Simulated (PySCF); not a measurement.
NMR shielding calculation of C5H5Al

- system: C5H5Al, SMILES C#[C][Al]([CH3])[C]#C
- method: GIAO PBE0/def2-SVP NMR shielding, non-relativistic, gas phase (PySCF 2.14.0)

The geometry comes from this level: PBE0-D3(BJ)/def2-SVP. Figures and captions count atoms from 1; the log counts them from 0 in places.

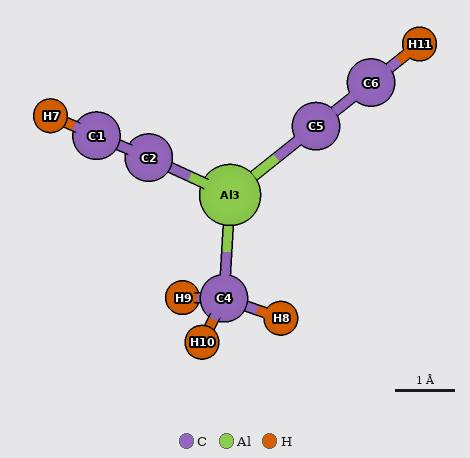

Fig. 1: The structure as given in the input (ball-and-stick view, seen at a tilt; atoms are numbered from 1 in the order of the input). Sticks mark near contacts. Bond lengths as drawn: Al–C 1.91 to 1.94 Å, C–C 1.22 Å and C–H 1.08 to 1.10 Å.

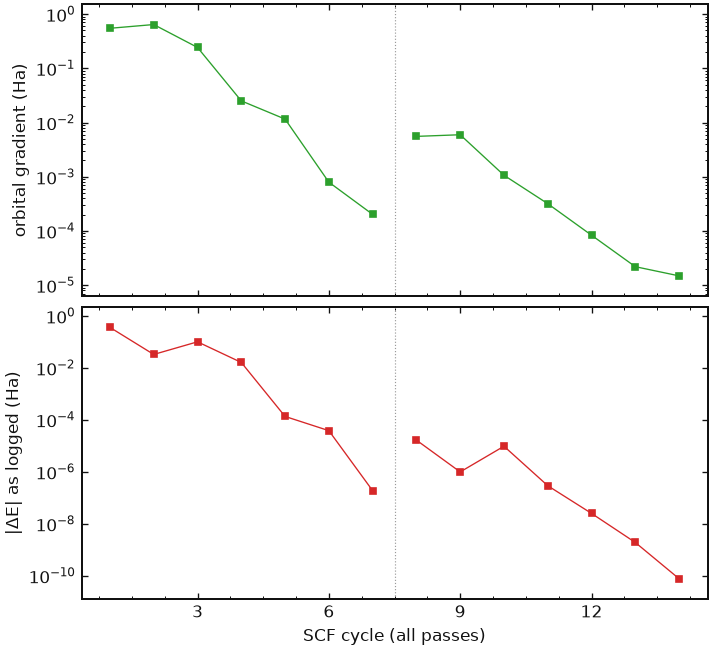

Fig. 2: Convergence of the self-consistent field: orbital gradient and size of the energy change against the SCF cycle. The dotted line marks the change from a coarse to the final integration grid. The first 7 cycles use a coarse grid, the final grid takes over at cycle 8, and the field converges after 14 cycles in all.

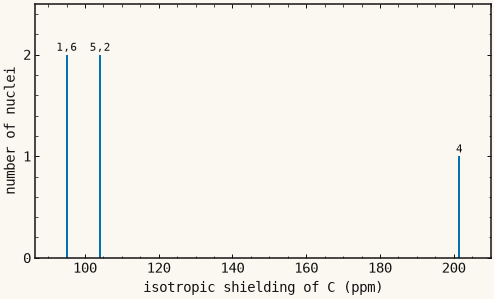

Fig. 3: Isotropic shieldings of the carbon nuclei in this fixed geometry, labelled by atom number; shielding grows to the right, so chemical shift grows to the left. The least shielded is C1 (95.0 ppm), the most shielded C4 (201.6 ppm).

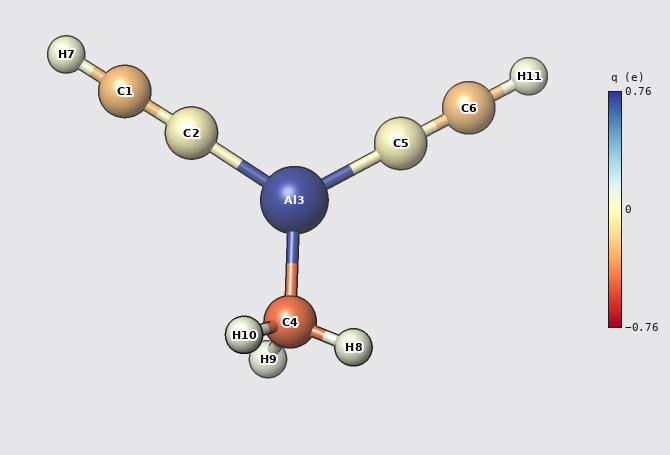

Fig. 4: Mulliken charges, as the colour of each atom (ball-and-stick view, seen at a tilt; atoms are numbered from 1 in the order of the input). By element: C −0.46 to −0.04, Al +0.73 and H +0.05 to +0.08 e.

The input and output of the run follow.

### Input file
```
{"job": {"kind": "nmr", "xc": "PBE0", "basis": "def2-SVP", "pop": true}, "charge": 0, "multiplicity": 1}
C      1.771996     2.510192     0.313861
C      1.078614     1.517692     0.150451
Al    -0.048210    -0.010036    -0.080163
C     -1.973873     0.186750    -0.230017
C      0.797837    -1.721827    -0.184357
C      1.330272    -2.819181    -0.254682
H      2.390651     3.379840     0.453377
H     -2.505945    -0.763533    -0.069403
H     -2.238124     0.546762    -1.239757
H     -2.365636     0.932408     0.480771
H      1.801193    -3.785008    -0.316393
```

The first line tells a small driver script what to run in PySCF; the rest is the geometry in Å.

Command:
```bash
OMP_NUM_THREADS=1 python <driver script> task.json out
```

### Output
```
coarse grid: 10160 points
cycle   1  E = -435.1354463161  dE =  3.575e-01  |g| = 5.461e-01  |ddm| = 3.679e+00
cycle   2  E = -435.1029043962  dE =  3.254e-02  |g| = 6.402e-01  |ddm| = 1.251e+00
cycle   3  E = -435.2025945688  dE = -9.969e-02  |g| = 2.422e-01  |ddm| = 7.070e-01
cycle   4  E = -435.2186056974  dE = -1.601e-02  |g| = 2.505e-02  |ddm| = 2.008e-01
cycle   5  E = -435.2187394611  dE = -1.338e-04  |g| = 1.156e-02  |ddm| = 3.119e-02
cycle   6  E = -435.2187774146  dE = -3.795e-05  |g| = 7.945e-04  |ddm| = 1.256e-02
cycle   7  E = -435.2187776006  dE = -1.860e-07  |g| = 2.023e-04  |ddm| = 9.897e-04
final grid: 94792 points
cycle   8  E = -435.2849399438  dE = -1.640e-05  |g| = 5.548e-03  |ddm| = 1.882e-02
cycle   9  E = -435.2849389654  dE =  9.784e-07  |g| = 5.949e-03  |ddm| = 1.121e-02
cycle  10  E = -435.2849485052  dE = -9.540e-06  |g| = 1.065e-03  |ddm| = 5.801e-03
cycle  11  E = -435.2849487941  dE = -2.888e-07  |g| = 3.186e-04  |ddm| = 1.036e-03
cycle  12  E = -435.2849488189  dE = -2.483e-08  |g| = 8.357e-05  |ddm| = 3.004e-04
cycle  13  E = -435.2849488208  dE = -1.889e-09  |g| = 2.196e-05  |ddm| = 9.391e-05
cycle  14  E = -435.2849488209  dE = -7.594e-11  |g| = 1.487e-05  |ddm| = 2.825e-05
converged SCF energy = -435.2849488209

GIAO shielding tensors (ppm)
atom      isotropic    diamagn.    paramagn.     s11        s22        s33       span
  0 C       95.045     259.512    -164.467     14.779     19.589    250.768    235.990
  1 C      104.266     258.246    -153.980     13.157     15.293    284.349    271.191
  2 Al     408.551     800.743    -392.192    313.230    447.990    464.435    151.205
  3 C      201.566     247.586     -46.021    193.521    202.772    208.404     14.883
  4 C      104.019     258.175    -154.156     13.118     14.776    284.164    271.046
  5 C       95.126     259.471    -164.346     14.675     19.893    250.809    236.135
  6 H       29.287      32.534      -3.247     24.419     24.549     38.893     14.474
  7 H       31.612      28.692       2.921     27.335     29.015     38.488     11.153
  8 H       31.806      28.491       3.315     28.204     28.653     38.561     10.357
  9 H       31.647      28.714       2.933     27.582     28.906     38.451     10.869
 10 H       29.278      32.515      -3.237     24.406     24.544     38.885     14.479
```

### Key numbers

- outcome: converged
- total energy: −435.284949 hartree
- HOMO: −7.91 eV
- LUMO: −1.55 eV
- dipole moment: 0.18 D
- isotropic shielding, C: 95.0 to 201.6 ppm
- isotropic shielding, Al: 408.6 ppm
- isotropic shielding, H: 29.3 to 31.8 ppm
- hardware: 1 CPU thread, shared host
- wall time: 6.9 s
- peak memory: 0.56 GiB
